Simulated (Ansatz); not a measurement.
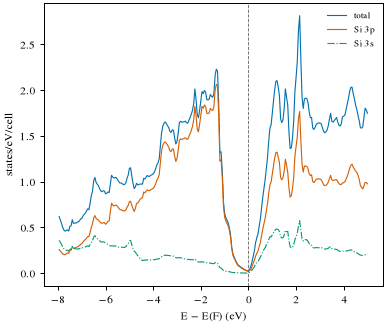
Fig. 1. Total and projected density of states of Si in space group P6_422 (No. 181; Si on 3c), PBE (plane waves, PAW; program Ansatz)

Question: Which orbitals carry the states next to the Fermi level?

Answer: Within 0.5 eV of the Fermi level: Si 3p 63 %, Si 3s 25 %, outside the projected shells 12 %. Projections are on Löwdin-orthogonalised atomic valence shells; empty p or d shells of many metals are not among them.

Question: Where is the tallest occupied peak in this window, and what makes it?

Answer: Near -1.3 eV, about 2.2 states/eV per cell; the largest projected share is Si 3p.

The start of the workflow was typed in or built on a structure type; neither database checked (COD, Materials Project) lists it. It is not the phase usual at ambient conditions (space group No. 227). The PBE relaxation kept the symmetry of its start; whether a distortion lowers the energy is not shown.

Potentials: the later of the program's two PAW sets.
